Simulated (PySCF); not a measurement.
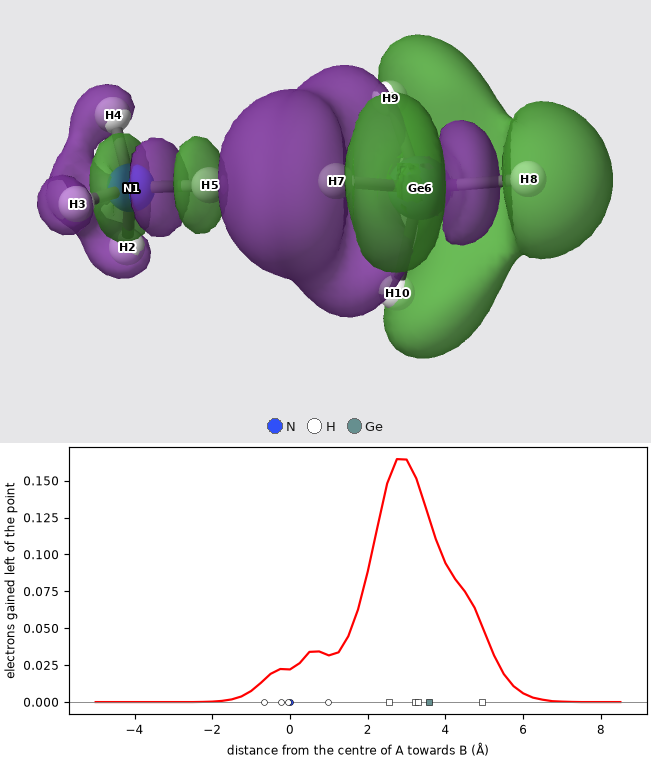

Figure. GeH$_{8}$N, charge +1, SMILES `[NH4+].[GeH4]`. Density of the complex less the densities of the two fragments at the same geometry, ±0.005 e/Å³ (purple: gain, green: loss). Fragment A: NH4(+1) (atoms 1–5); fragment B: GeH4. Below: the charge-displacement curve along the line of centres (A on the left).

Computed with PySCF, PBE0/def2-SVPD, geometry: GFN2-xTB. GFN2-xTB bond lengths at metals and heavier atoms can be off by up to 0.1 Å and shapes distorted, which carries into these values.

Which way does charge flow?

Answer. Hirshfeld charges show 0.061 e passing from B to A. By Hirshfeld charges, electrons gather most on H7 (−0.030 e) and leave H8 most (+0.044 e); 0.22 e is displaced in all.

What is the interaction energy, and which contacts carry it?

Answer. The counterpoise-corrected interaction energy of the frozen fragments is −7.0 kcal/mol without dispersion correction and −8.0 kcal/mol with D3(BJ). The pair geometry is semi-empirical, not a minimum at this level. Contacts: H5···H7, H···H contact, 1.73 Å, ρ = 0.023 a.u. The pose is a local one from a semi-empirical search, not shown to be the most stable.
